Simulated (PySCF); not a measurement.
| atom | x (Å) | y (Å) | z (Å) |
| --- | --- | --- | --- |
| W | -0.0148 | 0.0259 | -0.3613 |
| C | 0.0324 | -0.0333 | 1.3881 |
| H | 0.0620 | -0.0689 | 2.4808 |
| O | 1.5852 | -0.8009 | -0.9172 |
| C | 2.6834 | -1.4266 | -0.3235 |
| H | 2.6539 | -1.3248 | 0.7749 |
| H | 3.6179 | -0.9767 | -0.6989 |
| H | 2.6911 | -2.4992 | -0.5810 |
| O | -0.1082 | 1.8611 | -0.7795 |
| C | -0.1267 | 3.0782 | -0.0959 |
| H | -0.1472 | 2.9212 | 0.9962 |
| H | -1.0175 | 3.6590 | -0.3896 |
| H | 0.7682 | 3.6692 | -0.3542 |
| O | -1.5641 | -0.9351 | -0.8350 |
| C | -2.5811 | -1.6370 | -0.1848 |
| H | -2.5062 | -1.5235 | 0.9103 |
| H | -2.5204 | -2.7094 | -0.4361 |
| H | -3.5643 | -1.2621 | -0.5155 |

Geometry: PBE0-D3(BJ)/def2-SVP; core potentials replace the inner electrons of W.

All numbers below come from wB97X-D/def2-SVPD, SCF density, gas phase, scalar-relativistic core potentials on the heavy atoms (PySCF).

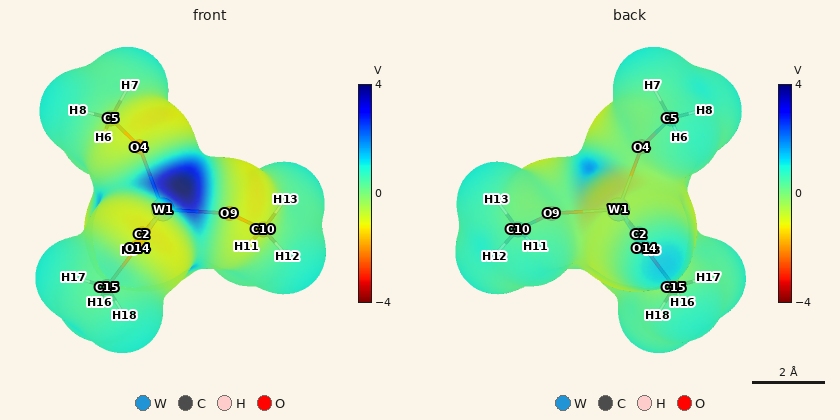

C4H10O3W (SMILES [CH]#[W]([O]C)([O]C)[O]C). The electrostatic potential painted on the density surface at 0.004 e/bohr³, seen from the front and from behind; the colour scale runs from red (negative) to blue (positive).

Question: Describe the electrostatic potential map.

Answer: The most negative region (about −1.2 V, or −28 kcal/mol for a unit charge) lies over O4, O9 and O14, the most positive (about +3.6 V, or +83 kcal/mol for a unit charge) over W1.

Question: What dipole moment does the calculation give?

Answer: Its dipole moment is 0.92 D.
